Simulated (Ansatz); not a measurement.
The parent structure is BN in the zinc blende structure (space group F-43m, No. 216; a = 3.625 Å).

Perturbation: the cell is scaled by 1.0050 in all directions, atoms relaxed at fixed cell.

All numbers come from PBE (Ansatz, a first-principles code; PAW; 420 eV plane waves; scalar-relativistic without spin-orbit coupling).

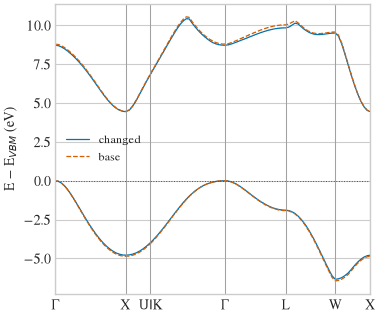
Figure. Highest valence and lowest conduction band along the path, each from its own valence-band maximum

### Question
Read the changed gap and its character from the plot.

### Answer
About 4.4 eV, indirect, Γ → X.

The cells carry an imposed strain or load. Whether these cells are dynamically stable was not tested.
